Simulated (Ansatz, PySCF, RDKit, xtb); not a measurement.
**Isomers of InNH4S2, a sample narrowed down, part 1 of 2**

Which of a sample of isomers of InNH4S2 is the most stable in the gas at 298.15 K, and what are its properties? The sample is small against all isomers, and the most stable one of this formula need not be in it. One structure proposed beforehand is put among the starts (marked given), to see whether the search confirms or beats it.

The funnel: GFN2-xTB relaxations, single points with a density functional, relaxations at PBE0-D4/def2-SVP, harmonic vibrations, and a last energy at a higher level. All values are calculated.

1 further run of the same task is left out (set aside as unsound or not needed).

## 1. Drawing up candidates

Isomers were drawn by moving bonds and hydrogen atoms under normal valences; this is a sample, not all of them. O–O, O–halogen and N–halogen bonds and N–N–N chains are not drawn. That gives 8 candidates.

| label | SMILES | spin |
| --- | --- | --- |
| c108 | SS[NH][InH2] | singlet |
| c147 | S[N](S)[InH2] | singlet |
| c274 | [NH2][InH][S]S | singlet |
| c391 | SN[S][InH2] | singlet |
| c533 | N[S][InH][SH] | singlet |
| c690 | [NH2][In]([SH])[SH] | singlet |
| c946 | S[NH][InH][SH] | singlet |
| c961 | NS[S][InH2] | singlet |

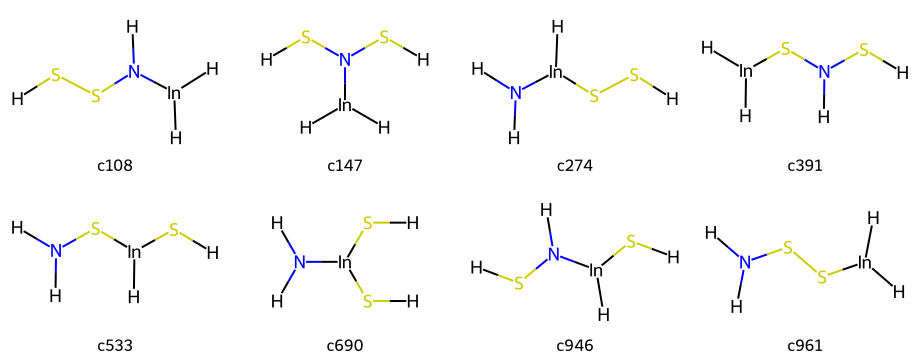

Structural formulas of the candidates.

Candidates are built by distance geometry, with a force field where one applies, in up to four conformers (letters a to d).

## 2. Search with GFN2-xTB

All 27 starts are relaxed the same way. One of them, c274a (drawn by moving bonds, embedded by distance geometry), in full:

Input file start.xyz:

```xyz
8
c274a
In    -1.547514    -0.985954     0.359663
N     -3.266198    -0.858201     1.243091
S      0.294747     0.342142     1.291560
S     -0.149174     0.103564     3.382246
H     -3.064729    -0.802231     2.287476
H     -3.813471    -0.107127     0.891732
H     -1.310220    -1.299583    -1.256621
H      0.518930    -1.031993     3.809219
```

The run is started by

```sh
$ xtb start.xyz --gfn 2 --opt
```

Output (excerpt; [...] marks lines left out):

```text
* xtb version 6.7.1
[...]
          :  # basis functions                  38          :
[...]
          :  # electrons                        24          :
[...]
          :  Hamiltonian                  GFN2-xTB          :
[...]
          :  net charge                          0          :
          :  unpaired electrons                  0          :
[...]
   *** convergence criteria satisfied after 13 iterations ***
[...]
   *** GEOMETRY OPTIMIZATION CONVERGED AFTER 49 ITERATIONS ***
[...]
   *** convergence criteria satisfied after 3 iterations ***
[...]
         ::                     SUMMARY                     ::
         :::::::::::::::::::::::::::::::::::::::::::::::::::::
         :: total energy             -12.673864803454 Eh    ::
         :: gradient norm              0.000401720305 Eh/a0 ::
         :: HOMO-LUMO gap              2.601081051317 eV    ::
         ::.................................................::
         :: SCC energy               -12.733505673248 Eh    ::
         :: -> isotropic ES            0.025727314987 Eh    ::
         :: -> anisotropic ES          0.000231109798 Eh    ::
         :: -> anisotropic XC          0.009024109223 Eh    ::
         :: -> dispersion             -0.005706834192 Eh    ::
         :: repulsion energy           0.059640869794 Eh    ::
         :: add. restraining           0.000000000000 Eh    ::
         :: total charge              -0.000000000000 e     ::
         :::::::::::::::::::::::::::::::::::::::::::::::::::::
[...]
        12        2.0000           -0.3820659             -10.3965 (HOMO)
        13                         -0.2864780              -7.7955 (LUMO)
[...]
          | TOTAL ENERGY              -12.673864803454 Eh   |
          | GRADIENT NORM               0.000401720305 Eh/α |
          | HOMO-LUMO GAP               2.601081051317 eV   |
           -------------------------------------------------
[...]
```

Run time: 0.13 s. Hardware: 2 threads of AMD EPYC 9B45 (Zen 5), shared host.

## 3. Distinct minima at GFN2-xTB

27 of the 27 relaxations converged; 8 ended on a minimum already found. 19 distinct structures remain:

| label | start | SMILES after | spin | energy (kcal/mol) | note |
| --- | --- | --- | --- | --- | --- |
| c690c | drawn | [NH2][In]([SH])[SH] | singlet | 0.0 |  |
| c690a | given | [NH2][In]([SH])[SH] | singlet | 0.0 |  |
| c533d | drawn | N[S][InH][SH] | singlet | 16.5 |  |
| c533c | drawn | N[S][InH][SH] | singlet | 18.8 |  |
| c533a | drawn | N[S][InH][SH] | singlet | 20.1 |  |
| c274a | drawn | [NH2][InH][S]S | singlet | 23.6 |  |
| c274d | drawn | [NH2][InH][S]S | singlet | 24.2 |  |
| c274b | drawn | [NH2][InH]1[S][SH]1 ‡ | singlet | 25.3 | bonds changed |
| c961a | drawn | NS[S][InH2] | singlet | 32.8 |  |
| c946c | drawn | S[NH][InH][SH] | singlet | 33.9 |  |
| c946b | drawn | S[NH][InH][SH] | singlet | 34.4 |  |
| c946a | drawn | S[NH][InH][SH] | singlet | 34.5 |  |
| c946d | drawn | S[NH][InH][SH] | singlet | 35.0 |  |
| c108d | drawn | [NH]1[S][SH][InH2]1 ‡ | singlet | 44.0 | bonds changed |
| c108a | drawn | [NH]1[S][SH][InH2]1 ‡ | singlet | 44.3 | bonds changed |
| c391a | drawn | [NH]1[S][InH2][SH]1 ‡ | singlet | 47.7 | bonds changed |
| c391c | drawn | SN[S][InH2] | singlet | 50.4 |  |
| c391d | drawn | SN[S][InH2] | singlet | 50.4 |  |
| c147a | drawn | [SH][N]1[SH][InH2]1 ‡ | singlet | 69.1 | bonds changed |

‡ marks the bonded skeleton alone, with all bonds drawn single: no Lewis structure was assigned that passes a check against the bond lengths.

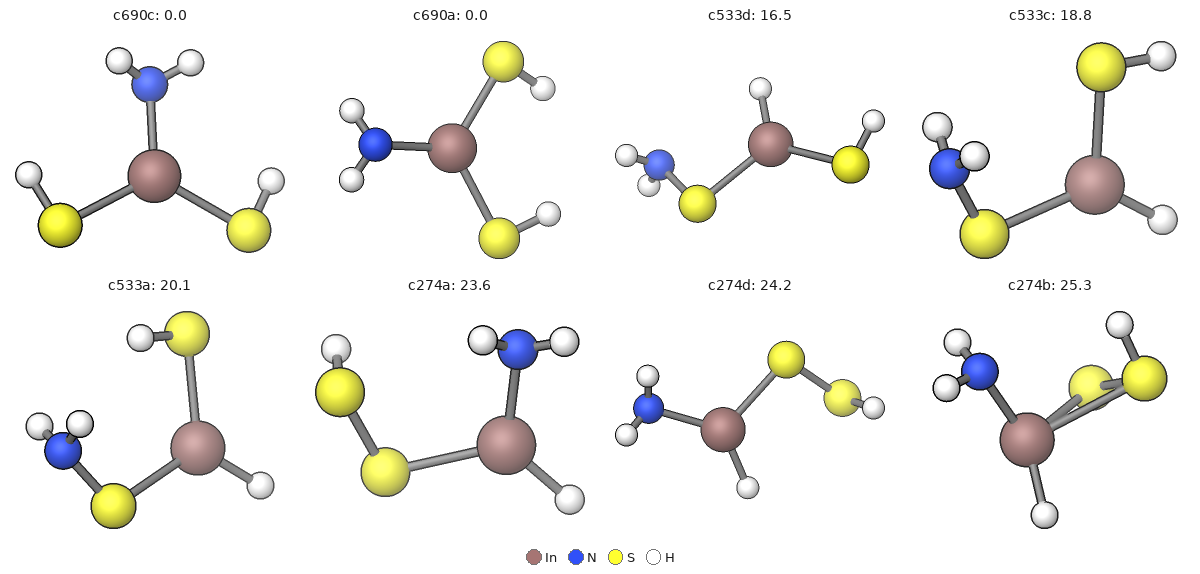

The 8 lowest minima that did not fall apart, with their GFN2-xTB energies in kcal/mol.

## 4. Screening with a density functional

A choice of the minima (the low ones first, few conformers of a pattern, up to a cap) and the lowest that fell apart get a single point at r2SCAN-D4/def2-SVP on the tight-binding geometry, and one at HF/STO-3G for comparison. The lowest singlets are also tried as triplets at the same geometry (label ending in t). Within 30 kcal/mol but not screened, among others: c533a. The first, c690a:

Input file input.yaml:

```yaml
basis:
  gaussian: {orbitals: def2-SVP}
crystal:
  periodic: [false, false, false]
  atoms:
    - symbol: In
      position_ang: [-0.013570, 0.029340, 0.005470]
    - symbol: "N"
      position_ang: [-0.980560, 1.817190, -0.287620]
    - symbol: S
      position_ang: [2.410700, -0.070910, -0.089860]
    - symbol: S
      position_ang: [-1.241350, -1.911060, 0.798880]
    - symbol: H
      position_ang: [-1.948270, 1.700220, -0.572820]
    - symbol: H
      position_ang: [-0.527940, 2.402870, -0.983450]
    - symbol: H
      position_ang: [2.430780, -1.396090, 0.014990]
    - symbol: H
      position_ang: [-0.129780, -2.571560, 1.114400]
scf: {lower_state_search: "off"}
output: {orbitals: {seedname: orbitals}}
hamiltonian: {xc: r2scan, dispersion: d4}
```

The run is started by

```sh
$ ansatz run input.yaml --threads 2 --pin off --max-ram 5220MiB --events-out events.jsonl --progress --plain --runs-dir runs
```

Output (excerpt; [...] marks lines left out):

```text
Warning: RAYON_NUM_THREADS=2 ignored (pool sized by the plan → 2); use --threads N
Functional definition: r2SCAN
  name "r2SCAN"
[...]
1130 factors; their error is unknown
[...]
mean field -28393.37283685 eV, -1043.4372060350 hartree, gradient 4.1e-6 eV, S^2 0.000000; 0 other end points of the search recorded, 0 dependent functions left out
reference -28393.37284980 eV, -1043.4372065107 hartree; 32, 32 occupied and 64, 64 virtual orbitals, 1130 factors
Total energy: -28393.41896135 eV, -1043.4389010789 hartree
Checks for a lower state left out: stability, starts, cluster_reference, orbital_swaps, neighbouring_geometries, increment
```

It took 0.62 s on 2 threads of AMD EPYC 9B45 (Zen 5), shared host.

Relative energies in kcal/mol, each column from its lowest structure that stays in one piece:

| label | SMILES | spin | GFN2-xTB | HF/STO-3G | r2SCAN-D4/def2-SVP |
| --- | --- | --- | --- | --- | --- |
| c690a | [NH2][In]([SH])[SH] | singlet | 0.0 | 0.0 | 0.0 |
| c690c | [NH2][In]([SH])[SH] | singlet | 0.0 | 0.6 | 1.0 |
| c533d | N[S][InH][SH] | singlet | 16.5 | 26.6 | 27.1 |
| c533c | N[S][InH][SH] | singlet | 18.8 | 35.9 | 27.8 |
| c274a | [NH2][InH][S]S | singlet | 23.6 | 34.5 | 34.4 |
| c274b | [NH2][InH]1[S][SH]1 ‡ | singlet | 25.3 | 30.1 | 35.0 |
| c274d | [NH2][InH][S]S | singlet | 24.2 | 35.3 | 35.3 |
| c690at | [NH2][In]([SH])[SH] | triplet | – | – | 85.8 |
| c533dt | N[S][InH][SH] | triplet | – | – | 119.9 |

‡ marks the bonded skeleton alone, with all bonds drawn single: no Lewis structure was assigned that passes a check against the bond lengths.

## 5. Patterns that tight binding lost

Some ordinary bonding patterns rearranged or fell apart under GFN2-xTB. Their starts are relaxed at r2SCAN-D4/def2-SVP instead (label ending in r). The first, c108ar:

Input file input.yaml:

```yaml
crystal:
  periodic: [false, false, false]
  atoms:
    - {symbol: In, position_ang: [-0.319303, -0.842356, 1.205894]}
    - {symbol: N, position_ang: [-2.514048, -1.780611, 1.038762]}
    - {symbol: S, position_ang: [-2.609005, 1.269063, 2.139434]}
    - {symbol: S, position_ang: [-3.612319, -0.384861, 1.322681]}
    - {symbol: H, position_ang: [-2.617761, 1.140264, 3.556652]}
    - {symbol: H, position_ang: [-2.214306, -1.803799, 0.019033]}
    - {symbol: H, position_ang: [1.012608, -1.101111, 0.041449]}
    - {symbol: H, position_ang: [0.518592, -1.101345, 2.666203]}
basis:
  gaussian:
    orbitals: def2-SVP
hamiltonian:
  xc: {name: r2SCAN}
  dispersion: d4
scf:
  lower_state_search: "off"
relax:
  f_tol: 0.01
output: {orbitals: {seedname: orbitals}}
```

The run is started by

```sh
$ ansatz run input.yaml --threads 2 --pin off --max-ram 5220MiB --events-out events.jsonl --progress --plain --runs-dir runs
```

Output (excerpt; [...] marks lines left out):

```text
Warning: RAYON_NUM_THREADS=2 ignored (pool sized by the plan → 2); use --threads N
[...]
[... 2 set-up lines as earlier in the session ...]
[...]
1130 factors; their error is unknown
[...]
mean field -28389.00755438 eV, -1043.2767848631 hartree, gradient 3.2e-6 eV, S^2 0.000000; 0 other end points of the search recorded, 0 dependent functions left out
[...]
reference -28389.00756888 eV, -1043.2767853958 hartree; 32, 32 occupied and 64, 64 virtual orbitals, 1130 factors
[...]
Atom 4 at    -2.089793     1.163568     3.141267 Å, force    -0.002497    -0.001473    -0.001800 eV/Å
Atom 5 at    -2.487866    -1.697994    -0.127834 Å, force     0.001481    -0.000457    -0.000246 eV/Å
Atom 6 at     0.580015    -0.544495     0.051011 Å, force     0.000268     0.000003     0.000369 eV/Å
Atom 7 at    -0.019104    -1.223142     3.091334 Å, force     0.001319     0.001035    -0.000119 eV/Å
Dipole moment:     0.233204     0.079922    -0.010008 e Å
Checks for a lower state left out: stability, starts, cluster_reference, orbital_swaps, neighbouring_geometries, increment
```

Wall time 13 s (2 threads of AMD EPYC 9B45 (Zen 5), shared host).

Energies at r2SCAN-D4/def2-SVP after that relaxation, from the lowest structure of the screen (which was not relaxed at this level):

| label | SMILES | spin | energy (kcal/mol) |
| --- | --- | --- | --- |
| c108ar | [NH]1[S][SH][InH2]1 ‡ | singlet | 64.9 |

‡ marks the bonded skeleton alone, with all bonds drawn single: no Lewis structure was assigned that passes a check against the bond lengths.

## 6. Third filter: density-functional geometries

3 candidates are relaxed at PBE0-D4/def2-SVP (chosen among the lowest in one piece). The first, c690a:

Input file input.yaml:

```yaml
crystal:
  periodic: [false, false, false]
  atoms:
    - symbol: In
      position_ang: [-0.013570, 0.029340, 0.005470]
    - symbol: N
      position_ang: [-0.980560, 1.817190, -0.287620]
    - symbol: S
      position_ang: [2.410700, -0.070910, -0.089860]
    - symbol: S
      position_ang: [-1.241350, -1.911060, 0.798880]
    - symbol: H
      position_ang: [-1.948270, 1.700220, -0.572820]
    - symbol: H
      position_ang: [-0.527940, 2.402870, -0.983450]
    - symbol: H
      position_ang: [2.430780, -1.396090, 0.014990]
    - symbol: H
      position_ang: [-0.129780, -2.571560, 1.114400]
basis:
  gaussian:
    orbitals: def2-SVP
hamiltonian:
  xc: pbe0
  dispersion: d4
scf:
  lower_state_search: off
relax:
  f_tol: 0.003
```

The run is started by

```sh
$ ansatz run input.yaml --threads 2 --pin off --max-ram 5220MiB --events-out events.jsonl --progress --plain --runs-dir runs
```

Output (excerpt; [...] marks lines left out):

```text
Warning: RAYON_NUM_THREADS=2 ignored (pool sized by the plan → 2); use --threads N
[...]
Functional definition: PBE0
  name "PBE0"
[...]
1086 factors; integrals over basis functions are off by at most 2.3e-4 eV
[...]
mean field -28384.37149429 eV, -1043.1064127972 hartree, gradient 4.8e-6 eV, S^2 0.000000; 0 other end points of the search recorded, 0 dependent functions left out
[...]
Atom 4 at    -1.960178     1.716091    -0.538198 Å, force     0.000172    -0.000102    -0.000005 eV/Å
Atom 5 at    -0.525329     2.419592    -0.973590 Å, force    -0.000035    -0.000130    -0.000027 eV/Å
Atom 6 at     2.455488    -1.361888     0.193705 Å, force     0.000099     0.000024     0.000019 eV/Å
Atom 7 at    -0.141244    -2.634040     0.981201 Å, force    -0.000005     0.000033     0.000062 eV/Å
Dipole moment:    -0.047616    -0.032693    -0.210353 e Å
Checks for a lower state left out: stability, starts, cluster_reference, orbital_swaps, neighbouring_geometries, increment
```

It took 9.9 s on 2 threads of AMD EPYC 9B45 (Zen 5), shared host.

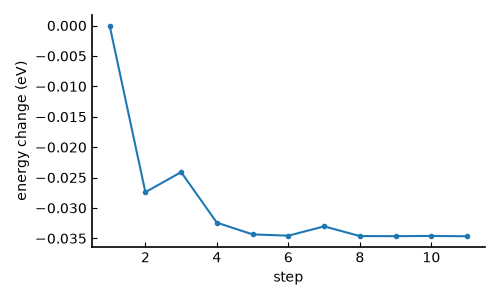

Energy along the run, all evaluated steps.

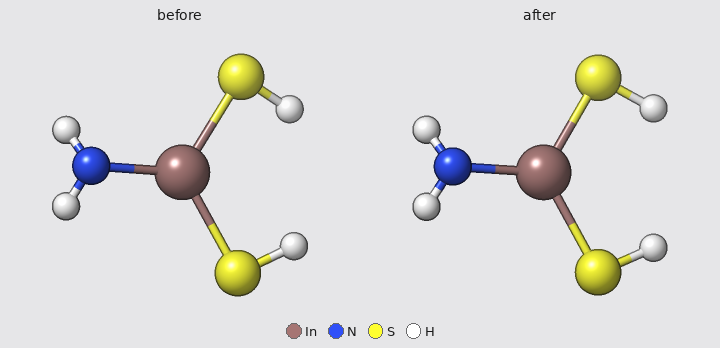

Before and after, at one scale.

After the run. Bond lengths: In1–N2 2.022 Å, In1–S3 2.404 Å, In1–S4 2.404 Å, N2–H5 1.016 Å, N2–H6 1.016 Å, S3–H7 1.351 Å, S4–H8 1.351 Å. Angles: N2–In1–S3 119.5°, N2–In1–S4 119.5°, S3–In1–S4 120.8°, In1–N2–H5 117.1°, In1–N2–H6 117.1°, In1–S3–H7 93.6°, In1–S4–H8 93.6°, H5–N2–H6 109.2°.

## 7. The relaxed candidates

| label | spin | r2SCAN-D4/def2-SVP (kcal/mol) | PBE0-D4/def2-SVP, relaxed (kcal/mol) | time |
| --- | --- | --- | --- | --- |
| c690a | singlet | 0.0 | 0.0 | 9.9 s |
| c690c | singlet | 1.0 | 0.6 | 6.6 s |
| c533d | singlet | 27.1 | 25.8 | 7.8 s |

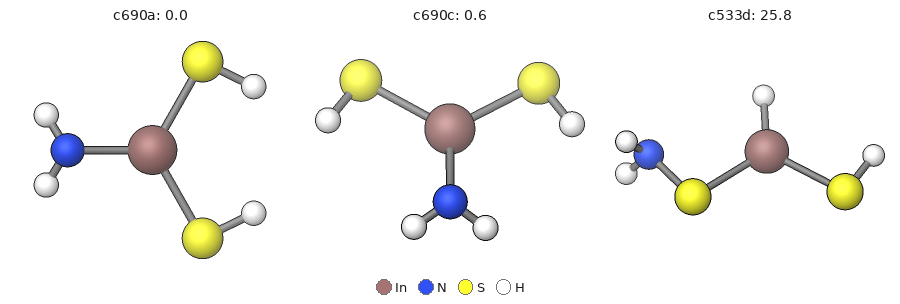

The relaxed structures, with energies at PBE0-D4/def2-SVP in kcal/mol.

## 8. Harmonic analysis of the finalists

The lowest few in one piece go on as finalists. Harmonic vibrations at PBE0-D4/def2-SVP test each finalist and give the zero-point energy and the thermal terms. The first, c690a:

Input file input.yaml:

```yaml
crystal:
  periodic: [false, false, false]
  atoms:
    - {symbol: In, position_ang: [-0.005653, 0.025526, 0.021514]}
    - {symbol: "N", position_ang: [-0.967112, 1.769473, -0.329614]}
    - {symbol: S, position_ang: [2.383174, -0.080376, -0.227637]}
    - {symbol: S, position_ang: [-1.239136, -1.854378, 0.872608]}
    - {symbol: H, position_ang: [-1.960178, 1.716091, -0.538198]}
    - {symbol: H, position_ang: [-0.525329, 2.419592, -0.973590]}
    - {symbol: H, position_ang: [2.455488, -1.361888, 0.193705]}
    - {symbol: H, position_ang: [-0.141244, -2.634040, 0.981201]}
basis:
  gaussian: {orbitals: def2-SVP}
phonons: {}
scf: {lower_state_search: "off"}
hamiltonian: {xc: pbe0, dispersion: d4}
```

The run is started by

```sh
$ ansatz run input.yaml --threads 2 --pin off --max-ram 5220MiB --events-out events.jsonl --progress --plain --runs-dir runs
```

Output (excerpt; [...] marks lines left out):

```text
Warning: RAYON_NUM_THREADS=2 ignored (pool sized by the plan → 2); use --threads N
[... 2 set-up lines as earlier in the session ...]
[...]
1089 factors; integrals over basis functions are off by at most 2.2e-4 eV
[...]
mean field -28384.40446807 eV, -1043.1076245613 hartree, gradient 5.6e-6 eV, S^2 0.000000; 0 other end points of the search recorded, 0 dependent functions left out
[...]
Atom 6 at     2.455488    -1.361888     0.193705 Å, force     0.000102     0.000006     0.000024 eV/Å
Atom 7 at    -0.141244    -2.634040     0.981201 Å, force    -0.000006     0.000033     0.000062 eV/Å
Dipole moment:    -0.047617    -0.032694    -0.210353 e Å
Vibrations: 84.33 103.08 111.77 112.95 192.17 243.37 331.01 365.83 380.45 620.02 646.18 684.93 776.74 1522.68 2719.66 2720.78 3579.70 3688.09 cm⁻¹, zero-point energy 1.170642 eV
Checks for a lower state left out: stability, starts, cluster_reference, orbital_swaps, neighbouring_geometries, increment
```

Wall time 38 s (2 threads of AMD EPYC 9B45 (Zen 5), shared host).

## 9. Thermal terms of the finalists

At 298.15 K and 1 atm, ideal gas, rigid rotor and harmonic oscillator:

| label | SMILES | spin | point group | lowest mode (cm⁻¹) | zero-point (kcal/mol) | G − E (kcal/mol) |
| --- | --- | --- | --- | --- | --- | --- |
| c690a | [NH2][In]([SH])[SH] | singlet | Cs | 84 | 27.0 | 5.3 |
| c690c | [NH2][In]([SH])[SH] | singlet | Cs | 78 | 27.0 | 5.3 |
| c533d | N[S][InH][SH] | singlet | Cs | 50 | 27.1 | 5.7 |

## 10. Last filter: a higher level

Single points at CCSD(T)/def2-SVP + MP2/def2-TZVPP - MP2/def2-SVP on the refined geometries decide the order.

c690a, CCSD(T)/def2-SVP:

Changes to input.yaml since step 8:

```diff
@@ -4,3 +4,3 @@
     - {symbol: In, position_ang: [-0.005653, 0.025526, 0.021514]}
-    - {symbol: "N", position_ang: [-0.967112, 1.769473, -0.329614]}
+    - {symbol: N, position_ang: [-0.967112, 1.769473, -0.329614]}
     - {symbol: S, position_ang: [2.383174, -0.080376, -0.227637]}
@@ -13,4 +13,2 @@
   gaussian: {orbitals: def2-SVP}
-phonons: {}
-scf: {lower_state_search: "off"}
-hamiltonian: {xc: pbe0, dispersion: d4}
+correlation: {method: ccsd_t, frozen_orbitals: {H: 0, S: 5, "N": 1, In: 4}}
```

The run is started by

```sh
$ ansatz run input.yaml --threads 2 --pin off --max-ram 5220MiB --events-out events.jsonl --progress --plain --runs-dir runs
```

Output (excerpt; [...] marks lines left out):

```text
Warning: RAYON_NUM_THREADS=2 ignored (pool sized by the plan → 2); use --threads N
Functional definition: HF
  name "HF"
[...]
1016 factors; integrals over basis functions are off by at most 9.3e-4 eV
[...]
mean field -28322.32972166 eV, -1040.8264197063 hartree, gradient 2.4e-6 eV, S^2 0.000000; 0 other end points of the search recorded, 0 dependent functions left out
15 core orbitals not correlated: weight in the atoms' cores, before any rotation towards them, 1.000 or more for the frozen orbitals, at most 0.000 for the correlated occupied ones
reference -28322.32972166 eV, -1040.8264197063 hartree; 17, 17 occupied and 64, 64 virtual orbitals, 1016 factors
second order -14.19208580 eV of doubles, -0.00000000 eV of singles
cycle   1  -14.97375247 eV  change   -7.8e-1 eV  update   9.6e-2
[...]
cycle  10  -15.46538410 eV  change    1.5e-5 eV  update   1.7e-5
perturbative correction -0.46947126 eV, -0.0172527507 hartree
Total energy: -28338.26457702 eV, -1041.4120148397 hartree
```

Run time: 2.6 s. Hardware: 2 threads of AMD EPYC 9B45 (Zen 5), shared host.

## 11. c690a at MP2/def2-TZVPP

Changes to input.yaml since step 10:

```diff
@@ -12,3 +12,6 @@
 basis:
-  gaussian: {orbitals: def2-SVP}
-correlation: {method: ccsd_t, frozen_orbitals: {H: 0, S: 5, "N": 1, In: 4}}
+  gaussian:
+    orbitals: def2-TZVPP
+correlation:
+  method: mp2
+  frozen_orbitals: {H: 0, S: 5, "N": 1, In: 4}
```

The run is started by

```sh
$ ansatz run input.yaml --threads 2 --pin off --max-ram 5220MiB --events-out events.jsonl --progress --plain --runs-dir runs
```

Output (excerpt; [...] marks lines left out):

```text
Warning: RAYON_NUM_THREADS=2 ignored (pool sized by the plan → 2); use --threads N
[... 2 set-up lines as earlier in the session ...]
[...]
1460 factors; integrals over basis functions are off by at most 9.8e-4 eV
[...]
mean field -28332.06496148 eV, -1041.1841831708 hartree, gradient 1.3e-6 eV, S^2 0.000000; 0 other end points of the search recorded, 0 dependent functions left out
15 core orbitals not correlated: weight in the atoms' cores, before any rotation towards them, 1.000 or more for the frozen orbitals, at most 0.000 for the correlated occupied ones
reference -28332.06496148 eV, -1041.1841831708 hartree; 17, 17 occupied and 189, 189 virtual orbitals, 1460 factors
second order -23.31901385 eV of doubles, -0.00000000 eV of singles
Total energy: -28355.38397532 eV, -1042.0411411236 hartree
```

Wall time 2 s (2 threads of AMD EPYC 9B45 (Zen 5), shared host).

(Continued in part 2 of 2.)
